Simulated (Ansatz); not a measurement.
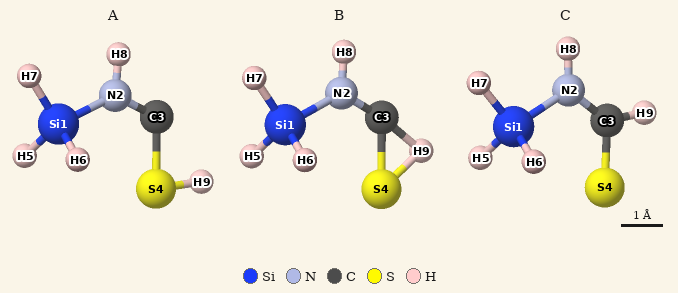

3 geometries from a converged minimum-energy path of CH₅NSSi, shuffled. Style: ball-and-stick. Shown at a tilt.

All numbers below come from Ansatz, UKS r2SCAN-D4/6-31G*. Settings: 7 movable images; climbing image; force threshold 0.05 eV/Å; iteration limit 40; starting path through a guess of the saddle point.

Question: Which of them lies highest in energy?

Answer: B. In order along the path, whose images run from 0 to 8: C (image 2, +0.58 eV), B (image 5, +3.31 eV), A (image 7, +2.20 eV). A hydrogen atom shifts from one atom to another. Breaking: C3–H9 (1.10 → 1.43 at the top → 2.33 Å). Forming: S4–H9 (2.41 → 1.48 at the top → 1.35 Å).
